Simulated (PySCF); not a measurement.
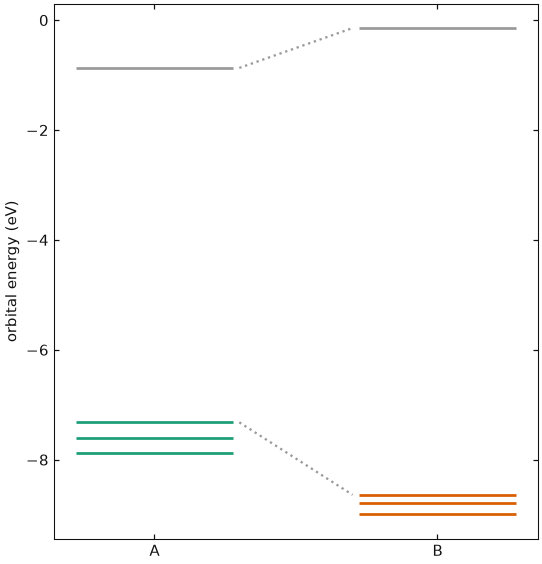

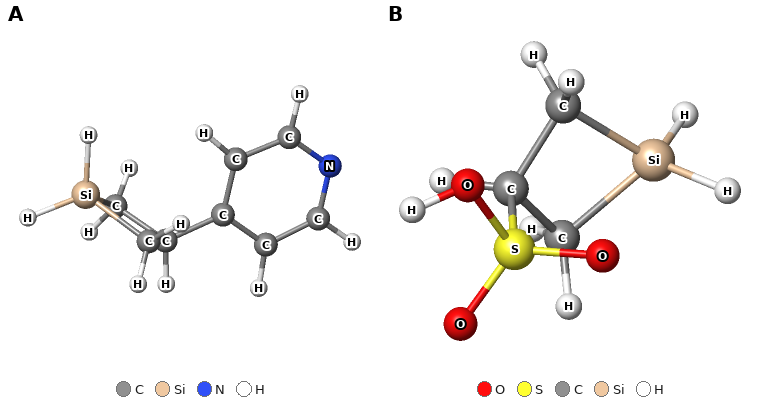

Related molecules: A is C₈H₁₁NSi, SMILES c1cc(C2C[SiH2]C2)ccn1; B is C₃H₈O₃SSi, SMILES O=S(=O)(O)C1C[SiH2]C1. Frontier orbital energies, PBE0/def2-SVPD, PySCF, at a PBE0-D3(BJ)/def2-SVP geometry (no frequency check); drawn are at most three filled levels and, in grey, the LUMO with any level within 0.03 eV of it; dotted lines join the HOMOs and the LUMOs.

What does the change do to the frontier levels?

Answer. From A to B the HOMO falls by 1.32 eV and the LUMO rises by 0.72 eV, so the separation goes from 6.45 to 8.50 eV.

Does the ΔSCF ionisation energy follow the HOMO?

Answer. A: −ε(HOMO) 7.32, ΔSCF 9.09 eV; B: −ε(HOMO) 8.64, ΔSCF 10.44 eV.

Caveats, for all or some of the runs: one conformer of a flexible molecule.
